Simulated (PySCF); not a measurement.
# HBr (hydrogen bromide) at 5 levels

Wanted: a comparison of 5 runs (HF/3-21G, HF/def2-SVP, BP86/6-31G, PBE0/6-311G**, MP2/6-31G) of HBr (hydrogen bromide). 

Program for the calculation: PySCF 2.14.0.

**1. The molecule**

HBr: 2 atoms, total charge 0, spin state singlet. As SMILES, `Br`. The coordinates come from a PBE0-D4/def2-TZVP relaxation.

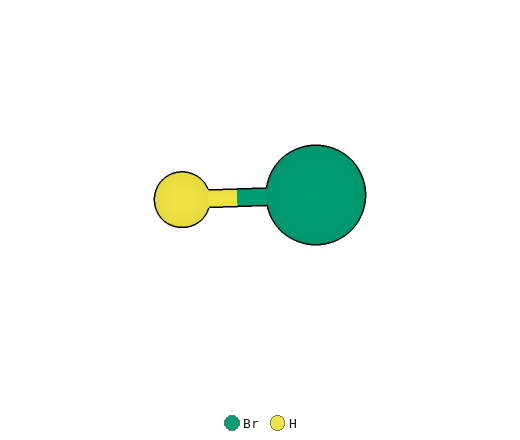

The structure, seen from a chosen angle (bromine teal, hydrogen yellow).

**2. Energy and forces at HF/3-21G (run 1)**

Input file input.py:

```python
from pyscf import gto

system = gto.Mole()
system.atom = '''
Br    -1.139921     0.411885    -0.576461
H      1.139921    -0.411885     0.576461
'''
system.verbose = 4
system.charge = 0
system.unit = 'bohr'
system.basis = '3-21g'
system.max_memory = 1860
system.build()

calc0 = system.RHF()
calc0.conv_tol = 1e-10
calc0.kernel()
if not calc0.converged:
    calc0 = calc0.newton().run(calc0.mo_coeff, calc0.mo_occ)

etot = calc0.e_tot
print(f'total energy: {etot:.8f} hartree')
grad = calc0.nuc_grad_method().kernel()
calc0.analyze()
```

The run is started by

```bash
$ OMP_NUM_THREADS=1 python input.py
```

Log:

```text
PySCF version 2.14.0

[INPUT] num. atoms = 2
[INPUT] num. electrons = 36
[INPUT] charge = 0
[INPUT] spin (= nelec alpha-beta = 2S) = 0
[INPUT] symmetry False subgroup None
[INPUT] Mole.unit = bohr
[INPUT] Symbol           X                Y                Z      unit          X                Y                Z       unit  Magmom
[INPUT]  1 Br    -0.603220215449   0.217960155520  -0.305050024184 AA   -1.139921000000   0.411885000000  -0.576461000000 Bohr   0.0
[INPUT]  2 H      0.603220215449  -0.217960155520   0.305050024184 AA    1.139921000000  -0.411885000000   0.576461000000 Bohr   0.0

nuclear repulsion = 13.0387455874709
number of shells = 12
number of NR pGTOs = 57
number of NR cGTOs = 24
basis = 3-21g
ecp = {}

[... 45 lines left out ...]
Nuclear Repulsion Energy =              13.038745587470899
[... 3 lines left out ...]
DFT Exchange-Correlation Energy =      -90.019957489531407
[... 5 lines left out ...]
MO #4   energy= -57.9757256117032  occ= 2
[... 3 lines left out ...]
MO #8   energy= -7.35575742449548  occ= 2
[... 3 lines left out ...]
MO #12  energy= -3.09125263245096  occ= 2
[... 3 lines left out ...]
MO #16  energy= -0.56502957069062  occ= 2
[... 3 lines left out ...]
MO #20  energy= 0.814902629102396  occ= 0
[... 3 lines left out ...]
MO #24  energy= 1.11852894753003   occ= 0
[... 29 lines left out ...]
Dipole moment(X, Y, Z, Debye):  1.12090, -0.40501,  0.56684
```

It took 0.93 s on 1 thread of Arm Neoverse V1, shared host; peak memory 0.12 GiB.

**3. Energy and gradient at HF/def2-SVP (run 2)**

Input file start.xyz:

```xyz
2
BrH
Br    -0.603220     0.217960    -0.305050
H      0.603220    -0.217960     0.305050
```

Input file calc.py:

```python
from pyscf import gto, scf

mol = gto.Mole()
mol.atom = 'start.xyz'
mol.basis = 'def2-svp'
mol.max_memory = 1860
mol.verbose = 4
mol.charge = 0
mol.spin = 0
mol.build()

mf = scf.RHF(mol)
mf.conv_tol = 1e-10
mf.kernel()
if not mf.converged:
    mf = mf.newton().run(mf.mo_coeff, mf.mo_occ)

etot = mf.e_tot
print(f'total energy: {etot:.8f} hartree')
grad = mf.nuc_grad_method().kernel()
dip = mf.dip_moment()
pop, q = mf.mulliken_pop()
```

The run is started by

```bash
$ OMP_NUM_THREADS=1 python calc.py
```

Log:

```text
PySCF version 2.14.0

[INPUT] num. atoms = 2
[INPUT] num. electrons = 36
[INPUT] charge = 0
[INPUT] spin (= nelec alpha-beta = 2S) = 0
[INPUT] symmetry False subgroup None
[INPUT] Mole.unit = angstrom
[INPUT] Symbol           X                Y                Z      unit          X                Y                Z       unit  Magmom
[INPUT]  1 Br    -0.603220000000   0.217960000000  -0.305050000000 AA   -1.139920592860   0.411884706110  -0.576460954299 Bohr   0.0
[INPUT]  2 H      0.603220000000  -0.217960000000   0.305050000000 AA    1.139920592860  -0.411884706110   0.576460954299 Bohr   0.0

nuclear repulsion = 13.0387500136477
number of shells = 15
number of NR pGTOs = 81
number of NR cGTOs = 37
basis = def2-svp
ecp = {}

[... 37 lines left out ...]
converged SCF energy = -2572.68492828544
total energy: -2572.68492829 hartree
[... 8 lines left out ...]
Dipole moment(X, Y, Z, Debye):  0.95777, -0.34607,  0.48434
[... 40 lines left out ...]
charge of    1H =      0.12940
```

Run time: 1.2 s. Hardware: 1 thread of Arm Neoverse V1, shared host; peak memory 0.12 GiB.

Runs 3 to 4 aren't shown in full; the table further down has their settings and results.

**4. Energy and gradient at MP2/6-31G (run 5)**

Input file input.py:

```python
import pyscf.grad
from pyscf import gto, mp

mol = gto.Mole()
mol.atom = '''
Br    -1.139921     0.411885    -0.576461
H      1.139921    -0.411885     0.576461
'''
mol.verbose = 3
mol.spin = 0
mol.basis = '6-31g'
mol.unit = 'bohr'
mol.max_memory = 1860
mol.charge = 0
mol.build()

mf = mol.RHF()
mf.conv_tol = 1e-10
mf.kernel()
if not mf.converged:
    mf = mf.newton().run(mf.mo_coeff, mf.mo_occ)

pt = mp.MP2(mf, frozen=9).run()
e_tot = pt.e_tot
print('E = %.10f Eh' % e_tot)
grad = pt.Gradients().kernel()
dip = mf.dip_moment()
pop, q = mf.mulliken_pop()
```

The run is started by

```bash
$ OMP_NUM_THREADS=1 python input.py
```

Log:

```text
converged SCF energy = -2572.61979129145
E(RMP2) = -2572.79180284037  E_corr = -0.172011548923771
E(SCS-RMP2) = -2572.77978271714  E_corr = -0.159991425696947
E = -2572.7918028404 Eh
--------------- RMP2 gradients ---------------
         x                y                z
0 Br     0.0087015493    -0.0031441106     0.0044003960
1 H    -0.0087015493     0.0031441106    -0.0044003960
----------------------------------------------
Dipole moment(X, Y, Z, Debye):  1.21325, -0.43838,  0.61354
 ** Mulliken pop  **
pop of  0 Br 1s           1.99998
pop of  0 Br 2s           1.99969
pop of  0 Br 3s           1.99994
pop of  0 Br 4s           1.54972
pop of  0 Br 5s           0.40311
pop of  0 Br 2px          1.99979
pop of  0 Br 2py          1.99984
pop of  0 Br 2pz          1.99983
pop of  0 Br 3px          1.99668
pop of  0 Br 3py          1.99797
pop of  0 Br 3pz          1.99778
pop of  0 Br 4px          1.08789
pop of  0 Br 4py          1.35030
pop of  0 Br 4pz          1.31252
pop of  0 Br 5px          0.27920
pop of  0 Br 5py          0.56879
pop of  0 Br 5pz          0.52710
pop of  0 Br 3dxy         1.39693
pop of  0 Br 3dyz         1.39816
pop of  0 Br 3dz^2        1.39767
pop of  0 Br 3dxz         1.39658
pop of  0 Br 3dx2-y2      1.39685
pop of  0 Br 4dxy         0.60301
pop of  0 Br 4dyz         0.60183
pop of  0 Br 4dz^2        0.60232
pop of  0 Br 4dxz         0.60329
pop of  0 Br 4dx2-y2      0.60305
pop of  1 H 1s            0.47794
pop of  1 H 2s            0.45225
 ** Mulliken atomic charges  **
charge of    0Br =     -0.06980
charge of    1H =      0.06980
```

Wall time 1.8 s (1 thread of Arm Neoverse V1, shared host); peak memory 0.14 GiB.

**5. All runs side by side**

```
run          level  integration grid  frozen core orbitals   energy (Eh)  dipole moment (D) of the reference  HOMO energy (eV)  LUMO energy (eV)  wall time
  1       HF/3-21G                 –                     –  -2560.615440                                1.32            -11.49              4.21     0.93 s
  2    HF/def2-SVP                 –                     –  -2572.684928                                1.13            -11.67              3.64      1.2 s
  3     BP86/6-31G                 5                     –  -2574.642267                                1.39             -7.45             -0.99      2.9 s
  4  PBE0/6-311G**                 5                     –  -2574.419957                                1.13             -8.72             -0.24      3.6 s
  5      MP2/6-31G                 –                     9  -2572.791803                                1.43            -11.85              3.76      1.8 s
```

**6. What came out**

| quantity | value |
| --- | --- |
| run 5: total energy | -2572.79180 Eh |
| run 5: dipole moment (Hartree–Fock density) | 1.43 D |
| run 5: HOMO energy (Hartree–Fock orbitals) | -11.85 eV |
| run 5: LUMO energy (Hartree–Fock orbitals) | 3.76 eV |
| run 5: HOMO–LUMO gap (Hartree–Fock orbitals) | 15.61 eV |
| run 5: correlation energy (9 core orbitals frozen) | -172.0 mEh |
| run 5: largest force on an atom | 0.527 eV/Å |

In words: Over runs 1, 2, 3, 4 the dipole moment (its size) runs from 1.13 D (PBE0/6-311G**) to 1.39 D (BP86/6-31G). The two ends differ in method and basis. Over runs 1, 2, 3, 4 the HOMO–LUMO gap runs from 6.46 eV (BP86/6-31G) to 15.70 eV (HF/3-21G). Totals of different functionals can't be ranked against each other. All runs together took 10 s, the longest 3.6 s.
